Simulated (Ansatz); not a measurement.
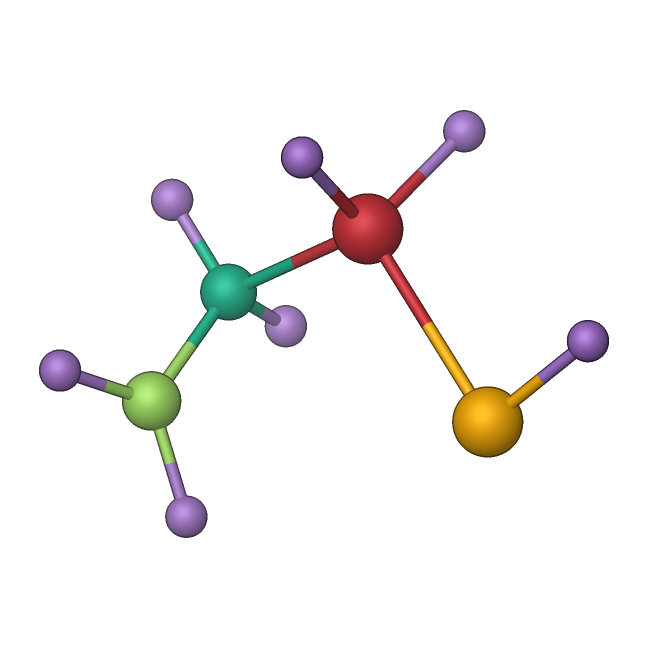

Colours: boron green, carbon teal, germanium red, selenium orange, hydrogen purple.

The computed structure is the end point of a PBE0-D4/def2-TZVP optimisation.

> Give the formula.

CH₇BGeSe, 11 atoms: 1 carbon, 7 hydrogen, 1 boron, 1 germanium and 1 selenium.

> What is the point group of this geometry?

C1.

> Name some functional groups or characteristic bonds that it holds.

Among them: B–H bond.

> Write the SMILES.

B[CH2][GeH2][SeH]

More results for the same structure follow; atom numbers are the same in all pictures, views and colours differ.

### Vibrations

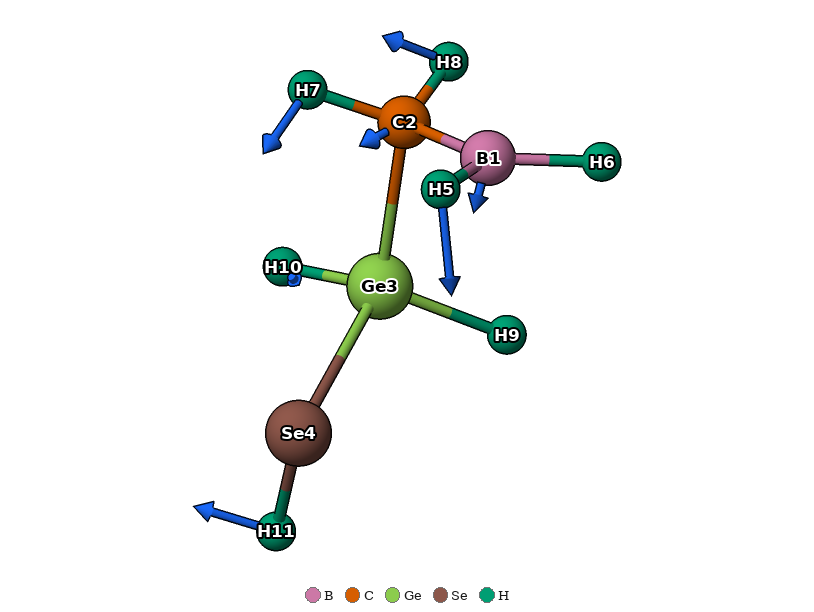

The arrows show one normal mode. Harmonic vibrations computed with RKS PBE0-D4/def2-TZVP (Ansatz 0.2.0) at a stationary point of the same level.

> At what wavenumber does it lie?

117 cm⁻¹; it is mode 2 of 27 counted from the lowest.

### Electronic properties

Level of theory: RKS PBE0-D4/def2-SVP (Ansatz 0.2.0).

Computed properties:

- HOMO energy (Kohn–Sham orbital): −6.86 eV
- LUMO energy (Kohn–Sham orbital): −1.36 eV
- HOMO–LUMO gap: 5.51 eV
- dispersion correction: −21.3 kJ/mol

### Dipole moment

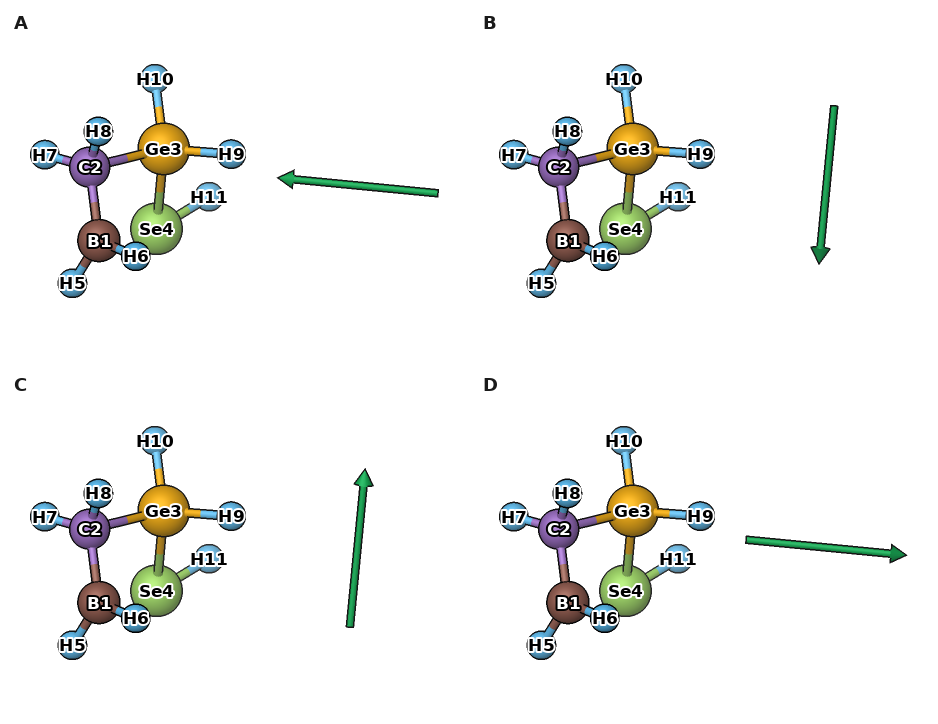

The same molecule four times, each with an arrow. Method: RKS PBE0-D4/def2-TZVP (Ansatz 0.2.0).

> Which arrow points along the dipole moment, from the negative to the positive end?

C. The dipole moment is 1.84 D; it points from the side of H5 to the side of H10 (the outermost atoms at the two ends).
